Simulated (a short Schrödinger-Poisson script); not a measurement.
Stack: MOS inversion layer, SiO2 on p-type Si(100), at 300 K.

```
layer  material  thickness (nm)  Na (cm⁻³)
-----  --------  --------------  ---------
1          SiO2             3.9          -
2            Si            1400     8.8e16
```

Constants are typed, rounded textbook-type inputs, not results; the design itself was drawn at random and stands for no fabricated device. SiO2: permittivity 3.9, conduction-band edge (eV) 3.15, gap (eV) 9, electron mass (mₑ) 0.5. Si: permittivity 11.7, conduction-band edge (eV) 0, gap (eV) 1.124, Nv at 300 K (cm⁻³) 3.1e19.

Channel valleys (confinement mass, in-plane density-of-states mass, number): Δ2 0.916, 0.19, 2; Δ4 0.19, 0.417, 4. At the gate the conduction-band edge of layer 1 lies 3.45 eV − eVg above the Fermi level of the channel; the field vanishes at the back. Gaps are held at their typed values at every temperature. Mesh 0.03 nm at interfaces.

Solved with a short Schrödinger-Poisson script written for these runs: 1D Poisson equation in equilibrium, electrons quantum, Hartree (BenDaniel-Duke, 12 states a valley, the channel's in-plane mass for all, wave functions free to enter the dielectric), parabolic valleys, classical holes, full ionisation, no traps, pinning or gate leakage.

Only gate voltages with over 1e8 electrons/cm² are shown.

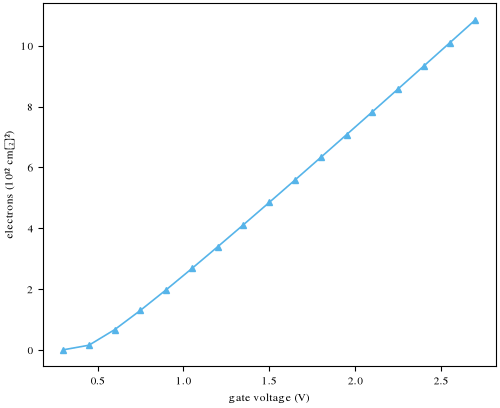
Figure: Sheet density against gate voltage

```
Vg (V)  electrons (cm⁻²)  C (μF/cm²)  Δ2 E0 (meV)  Δ2 E1 (meV)  Δ4 E0 (meV)  Δ4 E1 (meV)
------  ----------------  ----------  -----------  -----------  -----------  -----------
0.3               2.82e9       0.101        217.2        252.6        245.3        304.1
0.45             1.54e11       0.437        111.7        150.1        142.1        204.7
0.6              6.67e11       0.648         70.7        114.0        104.9        171.4
0.75             1.30e12       0.710         50.3         98.7         88.4        158.4
0.9              1.98e12       0.740         36.6         89.8         78.3        151.3
1.05             2.68e12       0.757         26.1         83.7         71.1        146.8
1.2              3.39e12       0.770         17.6         79.2         65.5        143.6
1.35             4.12e12       0.779         10.2         75.7         61.0        141.2
1.5              4.85e12       0.785          3.7         72.9         57.1        139.4
1.65             5.59e12       0.791         -2.2         70.5         53.7        137.9
1.8              6.33e12       0.795         -7.6         68.5         50.7        136.7
1.95             7.07e12       0.799        -12.6         66.8         48.0        135.7
2.1              7.82e12       0.802        -17.3         65.2         45.4        134.8
2.25             8.58e12       0.805        -21.7         63.9         43.1        134.0
2.4              9.33e12       0.808        -26.0         62.6         40.9        133.4
2.55             1.01e13       0.810        -30.0         61.5         38.8        132.8
2.7              1.08e13       0.812        -33.9         60.5         36.8        132.3
```

Subbands count from the Fermi level.
